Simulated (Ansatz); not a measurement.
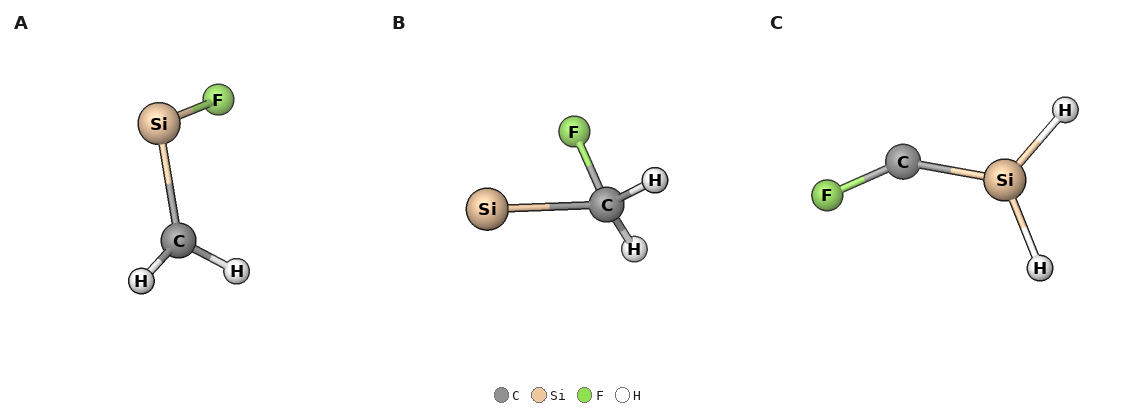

3 stationary structures of one formula. Charge 0, doublet. Geometries: PBE0-D4/def2-TZVP. Electronic energies: UHF-CCSD(T) (frozen core)/def2-TZVPP (Ansatz 0.2.0), without zero-point energy. No frequency run is at hand to confirm each as a minimum.

Which structure is the most stable?

A is lowest (C1); B lies 2.012 eV above it (Cs), C lies 3.258 eV above it (C1).

The determinant isn't a pure spin state (⟨S²⟩ up to 1.34).
